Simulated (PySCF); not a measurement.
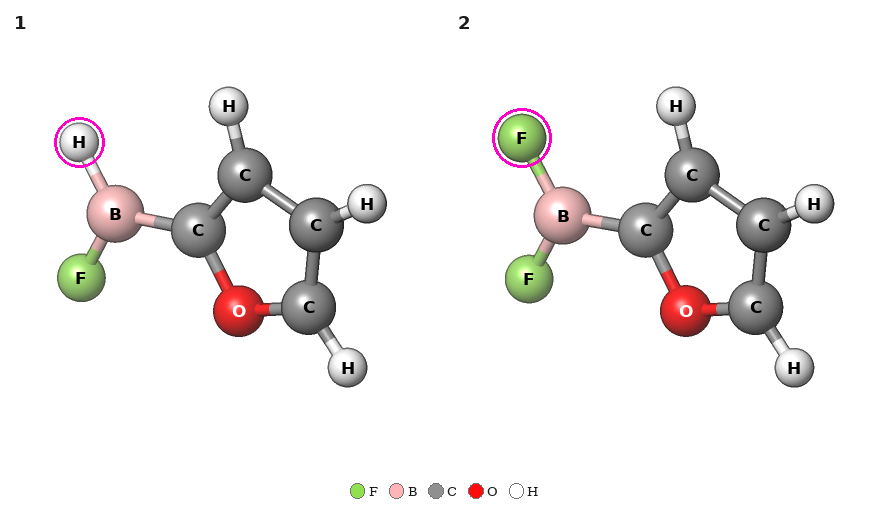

2 molecules with one skeleton, seen from the same side and at one scale; the atom that differs is circled. Each species is neutral and a spin singlet. Computed geometries: PBE0-D3(BJ)/def2-SVP optimisations, one conformation each. Properties computed with PySCF 2.14.0.

One atom differs, called X below: H in panel 1, F in panel 2. Their formulas are C4H4BFO (`FBc1ccco1`), C4H3BF2O (`FB(F)c1ccco1`).

In which is the length of X–B larger (PBE0-D3(BJ)/def2-SVP)?

In panel 2 (X = F).

In which is the dipole moment larger (PBE0/STO-3G)?

In panel 1 (X = H).

Give the values. With PBE0-D3(BJ)/def2-SVP: length of X–B (Å), angle F–B–X (°). With PBE0/STO-3G: dipole moment (D), HOMO energy (Kohn–Sham orbital) (eV), HOMO–LUMO gap (eV), Hirshfeld charge of X (e), GIAO shielding of the B bonded to X (ppm).

| quantity | 1 (H) | 2 (F) | 2 − 1 |
| --- | --- | --- | --- |
| length of X–B (Å) | 1.210 | 1.322 | +0.112 |
| angle F–B–X (°) | 118.5 | 117.8 | −0.7 |
| dipole moment (D) | 1.05 | 0.70 | −0.35 |
| HOMO energy (Kohn–Sham orbital) (eV) | −5.02 | −4.86 | +0.16 |
| HOMO–LUMO gap (eV) | 6.56 | 6.99 | +0.43 |
| Hirshfeld charge of X (e) | −0.08 | −0.06 | +0.02 |
| GIAO shielding of the B bonded to X (ppm) | 92.6 | 113.9 | +21.3 |
